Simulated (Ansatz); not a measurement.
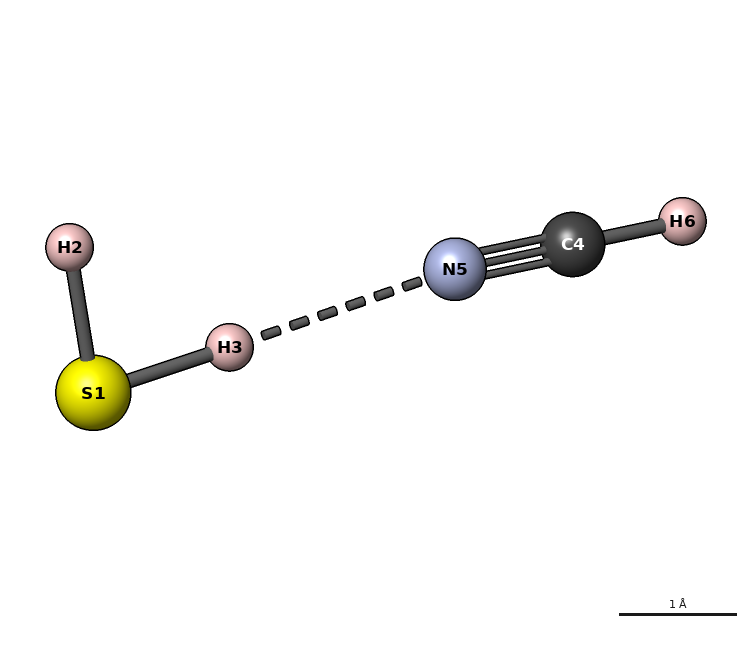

Broken lines mark hydrogen bonds. The geometry was computed by an optimisation with PBE-D4/def2-SVP. No frequency run is at hand to confirm it as a minimum.

Tabulate the hydrogen bonds (donors O, N, F, S, Cl) with their geometry.

| D–H···A | D–H (Å) | H···A (Å) | angle (°) | kind |
| --- | --- | --- | --- | --- |
| S1–H3···N5 | 1.37 | 2.27 | 179 | intermolecular |
